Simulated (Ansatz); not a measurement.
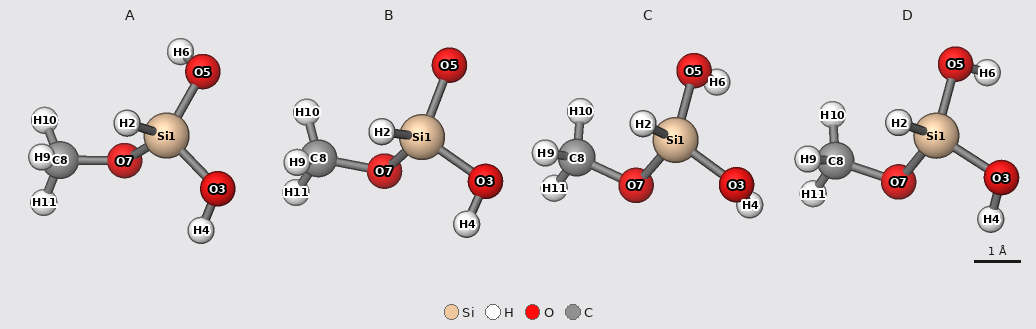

4 geometries from one relaxation of CH₆O₃Si, in shuffled order. A ball-and-stick model, seen at a tilt.

The run prepares the start of a later molecular dynamics calculation, from a guessed geometry.

These are results of RKS BLYP/STO-3G (Ansatz 0.2.0), not measurements. (no spin polarisation; force threshold 0.02 eV/Å; at most 40 steps)

Put them in the order of the run, from the start to the converged end.

A, B, D, C. They are steps 0, 8, 15, 31, at +14.8 kcal/mol, +3.13 kcal/mol, +0.59 kcal/mol relative to the last. H4 moves most after the best rigid fit: 1.00 Å. Largest moves by element: H 1.00 Å, O 0.65 Å, Si 0.28 Å, C 0.07 Å. Near-neighbour distances that change, for instance: Si1–O7 1.679 → 1.748 Å, O7–C8 1.420 → 1.483 Å, Si1–O3 1.680 → 1.725 Å, O3–H4 1.010 → 1.040 Å. Bond angles that change, for instance: Si1–O7–C8 125.0° → 110.7°, H2–Si1–O7 109.5° → 116.2°, Si1–O3–H4 109.5° → 103.4°. Groups turn about Si1–O5 by about 80°, Si1–O3 by about 70°, Si1–O7 by about 45°. After 25 accepted moves (31 points after the start) the energy has fallen by 14.8 kcal/mol. Largest force component: 2.3 eV/Å at the start, 0.013 eV/Å at the end. The line search rejected the trial steps at points 6, 12, 16, 19, 21, 27 of the run. The run took 76 s on 1 thread of Arm Neoverse V1, with other jobs on the host, peak memory 0.12 GiB.

Limits of the set-up: STO-3G is a minimal basis, so the numbers are rough.
